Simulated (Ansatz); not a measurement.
**C₃H₁₁SbSi: how energies converge with the basis set**

Aim: see how fast density functionals converge with the basis set for C₃H₁₁SbSi.

The runs use Ansatz 0.2.0, Gaussian basis; one geometry, several basis sets.

The runs, in order: PBE0-D4/def2-SVP; ωB97M-V/def2-SVP; PBE0-D4/def2-QZVPP; ωB97M-V/def2-QZVPP; the functionals' def2-TZVPP values are taken from earlier runs.

1 further run of the same task is left out (for a known fault of the program). Runs told in other sessions of the task aren't counted.

## (1) The geometry

The geometry comes from an earlier relaxation with PBE0-D4 in a triple-zeta def2 set; it is a stationary point, not always the lowest conformer. Sb takes the def2 core potential; no spin-orbit term is included.

SMILES `C[CH2][Sb]([CH3])[SiH3]`, 16 atoms, charge 0, spin multiplicity 1.

Atoms are counted from 1 here; the program's logs count them from 0.

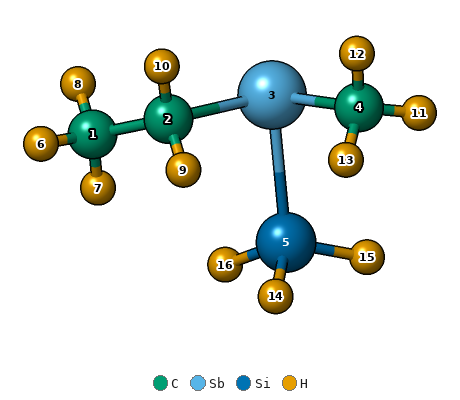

The geometry (colours as in the key); atoms are numbered from 1 in the order of the file.

## (2) PBE0-D4 in def2-SVP

Contents of in.yaml:

```yaml
crystal:
  periodic: [false, false, false]
  atoms:
    - {symbol: C, position_ang: [0.651538, 1.162002, -1.966936]}
    - {symbol: C, position_ang: [0.723521, -0.131117, -1.175543]}
    - {symbol: Sb, position_ang: [-1.171289, -0.660080, -0.241599]}
    - {symbol: C, position_ang: [-0.330417, -2.193445, 1.037148]}
    - {symbol: Si, position_ang: [-0.953469, 1.153706, 1.565273]}
    - {symbol: H, position_ang: [1.604712, 1.380975, -2.457596]}
    - {symbol: H, position_ang: [0.412424, 2.015258, -1.326446]}
    - {symbol: H, position_ang: [-0.113622, 1.116364, -2.746465]}
    - {symbol: H, position_ang: [1.476565, -0.078236, -0.386300]}
    - {symbol: H, position_ang: [0.982723, -0.973559, -1.821879]}
    - {symbol: H, position_ang: [-1.050741, -2.456867, 1.811642]}
    - {symbol: H, position_ang: [-0.124953, -3.077084, 0.432324]}
    - {symbol: H, position_ang: [0.592914, -1.846029, 1.500467]}
    - {symbol: H, position_ang: [0.437109, 1.186390, 2.104346]}
    - {symbol: H, position_ang: [-1.886009, 0.876111, 2.692475]}
    - {symbol: H, position_ang: [-1.273907, 2.503009, 1.023388]}
basis:
  gaussian: {orbitals: def2-SVP}
hamiltonian: {xc: pbe0, dispersion: d4}
output: {orbitals: {seedname: orbitals}}
```

Command:

```
ansatz run in.yaml --threads 4 --pin off --events-out ev --progress --plain --max-ram 11315MiB
```

The log of the run:

```text
Functional definition: PBE0
  name "PBE0"
  cite "Adamo & Barone, J. Chem. Phys. 110, 6158 (1999) doi:10.1063/1.478522"
  cite "Perdew, Burke & Ernzerhof, Phys. Rev. Lett. 77, 3865 (1996) doi:10.1103/PhysRevLett.77.3865"
  parent pbe
  parameter a = 0.25
  parameter kappa = 0.804
  parameter beta = 0.06672455060314922
  exchange = (1 - a)*pbe_x(kappa = kappa, mu = beta*pi^2/3) + a*exact_x
  correlation = pbe_c(beta = beta)
1670 factors; their error is unknown
mean field evaluation 1: about -17683.7157 eV, gradient 6.1e1 eV
mean field evaluation 2: about -17676.0798 eV, gradient 7.8e1 eV
mean field evaluation 4: about -17693.3255 eV, gradient 3.6e0 eV
mean field evaluation 8: about -17693.3555 eV, gradient 6.3e-2 eV
mean field evaluation 16: about -17693.5037 eV, gradient 3.8e-5 eV
mean field -17693.50367980 eV, -650.2242671449 hartree, gradient 3.8e-5 eV, S^2 0.000000; 0 other end points of the search recorded, 0 dependent functions left out
reference -17693.50371233 eV, -650.2242683404 hartree; 33, 33 occupied and 108, 108 virtual orbitals, 1670 factors
Total energy: -17693.85731531 eV, -650.2372630105 hartree
```

It took 4.2 s on 4 threads of Arm Neoverse V1, shared host; peak memory 0.41 GiB.

## (3) ωB97M-V in def2-SVP

in.yaml: that of step 2 with these lines changed.

```diff
@@ -21,3 +21,3 @@
   gaussian: {orbitals: def2-SVP}
-hamiltonian: {xc: pbe0, dispersion: d4}
+hamiltonian: {xc: {name: wB97M-V}}
 output: {orbitals: {seedname: orbitals}}
```

Same command.

The log of the run, shortened:

```text
Functional definition: wB97M-V
  name "wB97M-V"
  cite "Mardirossian & Head-Gordon, J. Chem. Phys. 144, 214110 (2016) doi:10.1063/1.4952647"
  cite "Becke, J. Chem. Phys. 107, 8554 (1997) doi:10.1063/1.475007"
  cite "Vydrov & Van Voorhis, J. Chem. Phys. 133, 244103 (2010) doi:10.1063/1.3521275"
  # Of w^i u^j: cxij and so on, Table III.
[...]
  gx(w, u) = 1 - cx + cx01*u + cx10*w
  gss(w, u) = css00 + css04*u^4 + css10*w + css20*w^2 + css43*w^4*u^3
  gos(w, u) = cos00 + cos10*w + (cos20 + cos21*u)*w^2 + (cos60 + cos61*u)*w^6
[...]
      + integral(e_c_pw_mod_opposite_spin*gos(b97_w_opposite, b97_u_opposite)) + vv10(b, c)
1641 factors; their error is unknown
453 factors; integrals over basis functions are off by at most 6.8e-6 eV
[...]
mean field -17696.44387666 eV, -650.3323173868 hartree, gradient 3.3e-5 eV, S^2 0.000000; 0 other end points of the search recorded, 0 dependent functions left out
reference -17696.44392773 eV, -650.3323192635 hartree; 33, 33 occupied and 108, 108 virtual orbitals, 1641 factors
Total energy: -17696.44392773 eV, -650.3323192635 hartree
```

Wall time 11 s (4 threads of Arm Neoverse V1, shared host); peak memory 0.56 GiB.

## (4) PBE0-D4 in def2-QZVPP

in.yaml: that of step 3 with these lines changed.

```diff
@@ -20,4 +20,4 @@
 basis:
-  gaussian: {orbitals: def2-SVP}
-hamiltonian: {xc: {name: wB97M-V}}
+  gaussian: {orbitals: "def2-QZVPP.json"}
+hamiltonian: {xc: pbe0, dispersion: d4}
 output: {orbitals: {seedname: orbitals}}
```

Launched as before.

The log of the run:

```text
Functional definition: PBE0
  name "PBE0"
  cite "Adamo & Barone, J. Chem. Phys. 110, 6158 (1999) doi:10.1063/1.478522"
  cite "Perdew, Burke & Ernzerhof, Phys. Rev. Lett. 77, 3865 (1996) doi:10.1103/PhysRevLett.77.3865"
  parent pbe
  parameter a = 0.25
  parameter kappa = 0.804
  parameter beta = 0.06672455060314922
  exchange = (1 - a)*pbe_x(kappa = kappa, mu = beta*pi^2/3) + a*exact_x
  correlation = pbe_c(beta = beta)
2046 factors; their error is unknown
mean field evaluation 1: about -17685.9086 eV, gradient 7.9e1 eV
mean field evaluation 2: about -17670.6733 eV, gradient 1.1e2 eV
mean field evaluation 4: about -17700.5268 eV, gradient 6.8e0 eV
mean field evaluation 8: about -17700.6021 eV, gradient 2.1e-1 eV
mean field evaluation 16: about -17700.6454 eV, gradient 3.0e-4 eV
mean field -17700.64543385 eV, -650.4867217655 hartree, gradient 2.8e-5 eV, S^2 0.000000; 0 other end points of the search recorded, 0 dependent functions left out
reference -17700.64548457 eV, -650.4867236295 hartree; 33, 33 occupied and 620, 620 virtual orbitals, 2046 factors
Total energy: -17700.99908756 eV, -650.4997182996 hartree
```

Wall time 35 s (4 threads of Arm Neoverse V1, shared host); peak memory 3 GiB.

## (5) ωB97M-V in def2-QZVPP

in.yaml: that of step 4 with these lines changed.

```diff
@@ -21,3 +21,3 @@
   gaussian: {orbitals: "def2-QZVPP.json"}
-hamiltonian: {xc: pbe0, dispersion: d4}
+hamiltonian: {xc: {name: wB97M-V}}
 output: {orbitals: {seedname: orbitals}}
```

The command is unchanged.

The log of the run, shortened:

```text
Functional definition: wB97M-V
  name "wB97M-V"
  cite "Mardirossian & Head-Gordon, J. Chem. Phys. 144, 214110 (2016) doi:10.1063/1.4952647"
  cite "Becke, J. Chem. Phys. 107, 8554 (1997) doi:10.1063/1.475007"
  cite "Vydrov & Van Voorhis, J. Chem. Phys. 133, 244103 (2010) doi:10.1063/1.3521275"
  # Of w^i u^j: cxij and so on, Table III.
[...]
  gx(w, u) = 1 - cx + cx01*u + cx10*w
  gss(w, u) = css00 + css04*u^4 + css10*w + css20*w^2 + css43*w^4*u^3
  gos(w, u) = cos00 + cos10*w + (cos20 + cos21*u)*w^2 + (cos60 + cos61*u)*w^6
[...]
      + integral(e_c_pw_mod_opposite_spin*gos(b97_w_opposite, b97_u_opposite)) + vv10(b, c)
2026 factors; their error is unknown
549 factors; integrals over basis functions are off by at most 7.8e-6 eV
[...]
mean field -17703.90195367 eV, -650.6063966615 hartree, gradient 3.2e-5 eV, S^2 0.000000; 0 other end points of the search recorded, 0 dependent functions left out
reference -17703.90203395 eV, -650.6063996120 hartree; 33, 33 occupied and 620, 620 virtual orbitals, 2026 factors
Total energy: -17703.90203395 eV, -650.6063996120 hartree
```

Wall time 60 s (4 threads of Arm Neoverse V1, shared host); peak memory 3.8 GiB.

## (6) Density functionals: the series

The def2-TZVPP values come from earlier runs at the same geometry.

```
functional       basis  functions  energy (eV)  from the largest (eV)  HOMO (eV)  LUMO (eV)
   PBE0-D4    def2-SVP        141  -17693.8573                  7.142      -6.45       0.04
   PBE0-D4  def2-TZVPP        339  -17700.4862                  0.513      -6.50      -0.24
   PBE0-D4  def2-QZVPP        653  -17700.9991                  0.000      -6.51      -0.33
   ωB97M-V    def2-SVP        141  -17696.4439                  7.458      -8.45       1.79
   ωB97M-V  def2-TZVPP        339  -17703.4002                  0.502      -8.52       1.27
   ωB97M-V  def2-QZVPP        653  -17703.9020                  0.000      -8.52       1.00
```

## (7) Summary of results

| quantity | value |
| --- | --- |
| PBE0-D4: double and triple zeta above quadruple | 7.14, 0.51 eV |
| ωB97M-V: double and triple zeta above quadruple | 7.46, 0.50 eV |

**Reading.** PBE0-D4 gains 6.63 eV from double to triple zeta, then 0.51 eV more. These are total energies; as a rule much of such shifts cancels in differences, which this series doesn't test. The LUMO of ωB97M-V is positive and keeps falling with the basis (1.79 to 1.00 eV): an unbound level that the basis holds in place.

For PBE0-D4 the largest set took about 8 times as long as the smallest (35 s against 4.2 s).
